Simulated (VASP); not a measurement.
Band structure of Li2S (antifluorite). These are MS2 meta-GGA, VASP's PBE PAW potentials (set 64) (plane waves; VASP 6.6.1) values and carry that method's errors.

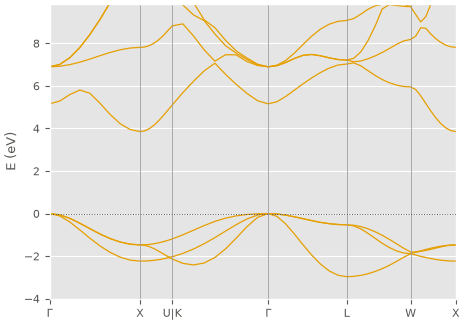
Bands along high-symmetry lines, zero at the valence-band maximum or, without a gap, the Fermi level

**Question.** Read the plot: is there a gap, and where are the band edges?

**Answer.** The gap is indirect, 3.85 eV, from the valence maximum at Γ to the conduction minimum at X.

The compound is Li2S in the antifluorite structure. It was relaxed first.
